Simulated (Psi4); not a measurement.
# C2HClFIn (SMILES C#[C][In]([F])[Cl]), step by step

Aim: a structure relaxation (singlet C2HClFIn, PBE0/def2-SVPD), then a single-point energy (doublet C2HClFIn+, UPBE0/def2-SVPD), then a geometry optimisation (doublet C2HClFIn+, UPBE0/def2-SVPD), then the energy (doublet C2HClFIn−, UPBE0/def2-SVPD) of C2HClFIn. 

The calculation is run with Psi4 1.11.

## (1) The molecule

The species is C2HClFIn (6 atoms), meant as a singlet with charge 0. As SMILES, `C#[C][In]([F])[Cl]`. The coordinates come from a PBE0-D4/def2-TZVP relaxation. The run starts from this shape.

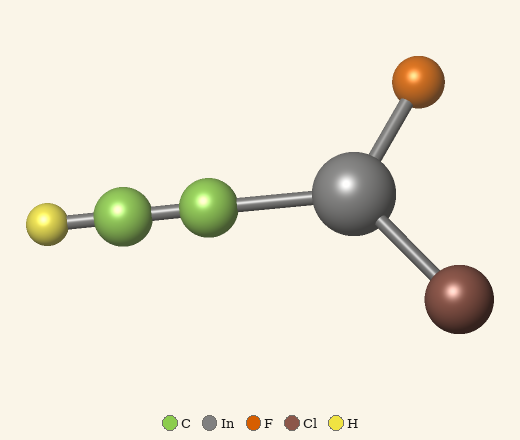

Viewed from a chosen angle; carbon green, indium grey, fluorine orange, chlorine brown, hydrogen yellow.

## (2) A geometry optimisation at PBE0/def2-SVPD (density fitting, core potential) (run 1)

Contents of job.in:

```
memory 1600 MB

molecule molecule1 {
  0 1
  C      2.05658894     0.64307380     3.21404619
  C      0.82940080     0.22695611     1.33924890
  In    -1.23928239    -0.44540845    -1.86081331
  F     -3.35161825    -3.41397922    -2.12348525
  Cl    -1.43468007     1.98326757    -5.44411199
  H      3.13977996     1.00609019     4.87530443
  units bohr
  symmetry c1
}

set {
  basis     def2-SVPD
  reference rks
}

e, wfn = optimize("pbe0", return_wfn=True)
```

Run with:

```sh
$ psi4 job.in job.out -n 1
```

job.out:

```text
[...]
    !!!  WARNING: ECP capability is in beta. Please check occupations closely.  !!!
[...]
  Running in c1 symmetry.
[...]
  Nuclear repulsion =  274.588230522929621
[...]
  Multiplicity = 1
[...]
  Nalpha       = 30
  Nbeta        = 30
[...]
    Number of basis functions: 130
[...]
   @DF-RKS iter   1:  -825.99430935128271   -1.06561e+00   6.75394e-03 ADIIS/DIIS
[...]
    !!!  WARNING: ECP capability is in beta. Please check occupations closely.  !!!
[...]
   @DF-RKS iter   9:  -826.38496144256783   -3.41061e-13   1.60776e-09 DIIS
[...]
  @DF-RKS Final Energy:  -826.38496144256783
   => Energetics <=
    Nuclear Repulsion Energy =            271.4351690228249936
    One-Electron Energy =               -1752.6688636556882557
    Two-Electron Energy =                 705.0830226660941662
    DFT Exchange-Correlation Energy =     -50.2342894757987892
    Empirical Dispersion Energy =           0.0000000000000000
    VV10 Nonlocal Energy =                  0.0000000000000000
    Total Energy =                       -826.3849614425678283
[...]
  -Total Gradient:
     Atom            X                  Y                   Z
    ------   -----------------  -----------------  -----------------
       1       -0.000236485059    -0.000093698759    -0.000349786160
       2        0.000061742072     0.000046070901     0.000069047325
       3       -0.000014873949     0.000158226260    -0.000244518483
       4        0.000066681973     0.000103661989    -0.000003169057
       5       -0.000026151272    -0.000050100462     0.000016066184
       6        0.000088303699     0.000091730972     0.000055479082
[...]
```

The script printed:

```text
Interior angle of 179.8 for bend B([5, 0, 2]) can't work in good torsion
Interior angle of 179.8 for bend B([5, 0, 2]) can't work in good torsion
Optimizer: Optimization complete!
```

Run time: 59 s. Hardware: 1 thread of AMD EPYC 7R43 (Zen 3), shared host; peak memory 0.8 GiB.

Steps, from the record of the run:

| step | energy from the first frame kept (eV) | largest force (eV/Å) |
| --- | --- | --- |
| 0 | 0.0000 | 0.9446 |
| 1 | -0.0266 | 0.1955 |
| 2 | -0.0279 | 0.0465 |
| 3 | -0.0280 | 0.0388 |
| 4 | -0.0281 | 0.0274 |
| 5 | -0.0280 | 0.0222 |

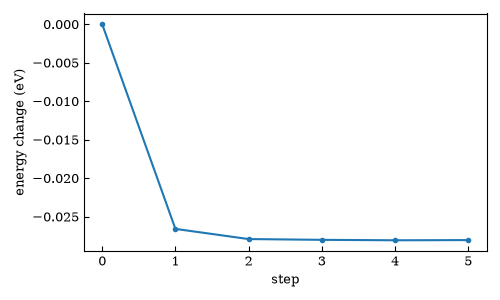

Energy along the run.

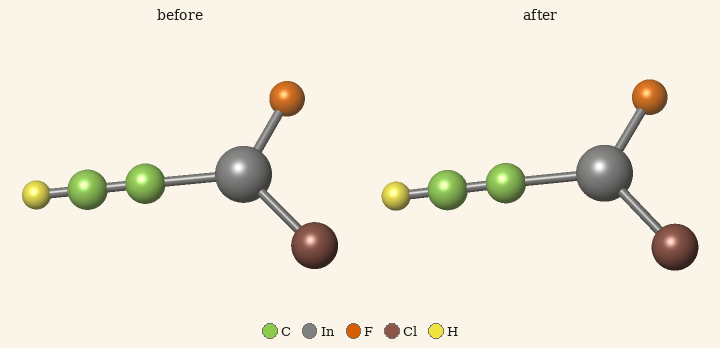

Before and after, at one scale.

After the run. Bond lengths: C1–C2 1.217 Å, C2–In3 2.058 Å, In3–F4 1.957 Å, In3–Cl5 2.331 Å, C1–H6 1.076 Å. Angles: C1–C2–In3 178.8°, C2–In3–F4 121.7°, C2–In3–Cl5 126.1°, F4–In3–Cl5 112.2°, C2–C1–H6 179.9°.

## (3) The doublet cation: the energy at UPBE0/def2-SVPD (density fitting, core potential) (run 2)

Contents of calc.py:

```python
import psi4

psi4.set_memory(1600000000)
psi4.set_num_threads(1)
psi4.set_output_file('psi4.out', False)

m = psi4.geometry("""
1 2
C      2.08788470     0.67860254     3.22928683
C      0.83737166     0.22809561     1.35340673
In    -1.24988187    -0.46678503    -1.85361346
F     -3.40200024    -3.45831219    -2.16460947
Cl    -1.38747283     2.06306692    -5.45594924
H      3.19240316     1.07352696     4.89030319
units au
symmetry c1
""")

options = {'basis': 'def2-SVPD', 'reference': 'uks'}
psi4.set_options(options)

E = psi4.energy("PBE0", molecule=m)
print('E =', round(E, 9))
```

Run with:

```sh
$ python calc.py
```

psi4.out:

```text
[...]
    !!!  WARNING: ECP capability is in beta. Please check occupations closely.  !!!
[...]
  Running in c1 symmetry.
[...]
  Nuclear repulsion =  271.435183475937549
[...]
  Multiplicity = 2
[...]
  Nalpha       = 30
  Nbeta        = 29
[...]
    Number of basis functions: 130
[...]
   @DF-UKS iter   1:  -825.54197111475776   -6.23470e-01   6.68387e-03 DIIS/ADIIS
[...]
   @DF-UKS iter  16:  -825.97553739142245   -8.16607e-08   4.55248e-07 DIIS
[...]
   @S^2 Observed:                7.563310580E-01
[...]
  @DF-UKS Final Energy:  -825.97553739142245
   => Energetics <=
    Nuclear Repulsion Energy =            271.4351834759375492
    One-Electron Energy =               -1739.9306264459364684
    Two-Electron Energy =                 692.5115507114187494
    DFT Exchange-Correlation Energy =     -49.9916451328421800
    Empirical Dispersion Energy =           0.0000000000000000
    VV10 Nonlocal Energy =                  0.0000000000000000
    Total Energy =                       -825.9755373914224492
[...]
 Multipole Moments:
 ------------------------------------------------------------------------------------
     Multipole            Electronic (a.u.)      Nuclear  (a.u.)        Total (a.u.)
 ------------------------------------------------------------------------------------
 L = 1.  Multiply by 2.5417464519 to convert [e a0] to [Debye]
 Dipole X            :         -5.8355673            7.8944018            2.0588345
 Dipole Y            :        -10.1864872           11.5619893            1.3755021
 Dipole Z            :          1.8863162            0.3679301            2.2542463
 Magnitude           :                                                    3.3484969
[...]
```

The script printed:

```text
E = -825.975537391
```

It took 17 s on 1 thread of AMD EPYC 7R43 (Zen 3), shared host; peak memory 0.67 GiB.

## (4) The doublet cation: a structure relaxation at UPBE0/def2-SVPD (density fitting) (run 3)

Contents of c2hclfin.inp:

```
memory 1.6 GB

molecule {
  1 2
  C      1.104861     0.359101     1.708865
  C      0.443118     0.120703     0.716192
  In    -0.661409    -0.247012    -0.980890
  F     -1.800261    -1.830060    -1.145462
  Cl    -0.734219     1.091728    -2.887164
  H      1.689347     0.568086     2.587837
  symmetry c1
}

set {
  reference uks
  geom_maxiter 50
}

E = optimize('pbe0/def2-SVPD')
print_variables()
```

Run with:

```sh
$ psi4 -n 1 c2hclfin.inp c2hclfin.out
```

c2hclfin.out:

```text
Psi4 1.11 release

gradient() will perform analytic gradient computation.

   => Loading Basis Set <=

    Name: DEF2-SVPD
    Role: ORBITAL
    Keyword: BASIS

    !!!  WARNING: ECP capability is in beta. Please check occupations closely.  !!!

         ---------------------------------------------------------
                                   SCF
                              UKS Reference
                        1 Threads,   1525 MiB Core
         ---------------------------------------------------------

  ==> Geometry <==

[... 163 lines left out ...]
   @DF-UKS iter   5:  -825.89091603809914   -3.66152e-02   2.34407e-03 ADIIS/DIIS
[... 18 lines left out ...]
   @DF-UKS iter  24:  -825.97553758899926   -4.99732e-08   1.76074e-07 DIIS
[... 72 lines left out ...]
    Total Energy =                       -825.9755376177286053
[... 144 lines left out ...]
   @S   Observed:                5.000000000E-01
[... 211 lines left out ...]
PsiException: Could not converge geometry optimization in 50 iterations.
[... 1 line left out ...]
psi4.driver.p4util.exceptions.OptimizationConvergenceError: Could not converge geometry optimization in 50 iterations.
[... 1 line left out ...]
Printing out the relevant lines from the Psithon --> Python processed input file:
      symmetry c1
    """)
    core.IO.set_default_namespace("")
    core.set_global_option("REFERENCE", "uks")
    core.set_global_option("GEOM_MAXITER", 50)
--> E = optimize('pbe0/def2-SVPD')
    print_variables()

!-------------------------------------------------------------!
!                                                             !
!  Could not converge geometry optimization in 50 iterations. !
!                                                             !
!-------------------------------------------------------------!

    Psi4 run time: 0:12:46.03

[set-up sections that repeat, and orbital energies of the middle runs, are left out above]
```

Run time: 13 min. Hardware: 1 thread of AMD EPYC 7R43 (Zen 3), shared host; peak memory 0.83 GiB.

The run stopped without converging.

## (5) The doublet anion: the energy at UPBE0/def2-SVPD (density fitting, core potential) (run 4)

Contents of c2hclfin.py:

```python
import psi4

psi4.set_memory(1600000000)
psi4.set_num_threads(1)
psi4.core.set_output_file('c2hclfin.out', False)

mol = psi4.geometry("""
-1 2
C      2.08788470     0.67860254     3.22928683
C      0.83737166     0.22809561     1.35340673
In    -1.24988187    -0.46678503    -1.85361346
F     -3.40200024    -3.45831219    -2.16460947
Cl    -1.38747283     2.06306692    -5.45594924
H      3.19240316     1.07352696     4.89030319
units bohr
symmetry c1
""")

psi4.set_options({
    'basis': 'def2-SVPD',
    'reference': 'uks',
})

e, wfn = psi4.energy("pbe0", molecule=mol, return_wfn=True)
print(f'total energy {e:.8f} hartree = {e * 27.211386:.5f} eV')
```

Run with:

```sh
$ python c2hclfin.py
```

c2hclfin.out:

```text
[...]
    !!!  WARNING: ECP capability is in beta. Please check occupations closely.  !!!
[...]
  Running in c1 symmetry.
[...]
  Nuclear repulsion =  271.435183475937549
[...]
  Multiplicity = 2
[...]
  Nalpha       = 31
  Nbeta        = 30
[...]
    Number of basis functions: 130
[...]
   @DF-UKS iter   1:  -825.82763000145110   -9.09129e-01   7.86608e-03 DIIS/ADIIS
[...]
   @DF-UKS iter  12:  -826.40660655492104   -1.20383e-07   7.55242e-07 DIIS
[...]
   @S^2 Observed:                7.532048783E-01
[...]
  @DF-UKS Final Energy:  -826.40660655492104
   => Energetics <=
    Nuclear Repulsion Energy =            271.4351834759375492
    One-Electron Energy =               -1764.6536116667525675
    Two-Electron Energy =                 717.2406078443411843
    DFT Exchange-Correlation Energy =     -50.4287862084471072
    Empirical Dispersion Energy =           0.0000000000000000
    VV10 Nonlocal Energy =                  0.0000000000000000
    Total Energy =                       -826.4066065549210407
[...]
 Multipole Moments:
 ------------------------------------------------------------------------------------
     Multipole            Electronic (a.u.)      Nuclear  (a.u.)        Total (a.u.)
 ------------------------------------------------------------------------------------
 L = 1.  Multiply by 2.5417464519 to convert [e a0] to [Debye]
 Dipole X            :         -7.0969567            7.8944018            0.7974451
 Dipole Y            :        -11.2944496           11.5619893            0.2675397
 Dipole Z            :          0.8544642            0.3679301            1.2223942
 Magnitude           :                                                    1.4838275
[...]
```

On the terminal:

```text
total energy -826.40660655 hartree = -22487.66916 eV
```

Run time: 14 s. Hardware: 1 thread of AMD EPYC 7R43 (Zen 3), shared host; peak memory 0.67 GiB.

## (6) Results

| quantity | value |
| --- | --- |
| run 1, PBE0/def2-SVPD: total energy at the end | -826.38496 Eh |
| run 1, PBE0/def2-SVPD: dipole moment | 3.52 D |
| run 1, PBE0/def2-SVPD: HOMO energy | -9.06 eV |
| run 1, PBE0/def2-SVPD: LUMO energy | -2.27 eV |
| run 1, PBE0/def2-SVPD: HOMO–LUMO gap | 6.79 eV |
| doublet cation, run 2: total energy | -825.97554 Eh |
| doublet cation, run 2: HOMO energy (highest over α and β) | -14.16 eV |
| doublet cation, run 2: LUMO energy (lowest over α and β) | -13.16 eV |
| doublet cation, run 2: ⟨S²⟩ | 0.756 |
| doublet anion: total energy | -826.40661 Eh |
| doublet anion: HOMO energy (highest over α and β) | 1.01 eV |
| doublet anion: LUMO energy (lowest over α and β) | 2.33 eV |
| doublet anion: ⟨S²⟩ | 0.753 |
| doublet cation, run 3 | no result (not converged) |

The optimisation (run 1, PBE0/def2-SVPD) took 6 steps and changed the energy by -0.028 eV. The HOMO (doublet anion) lies at positive energy, 1.01 eV; only total energies tell whether the electron is bound. 1 of the 4 runs did not end normally.
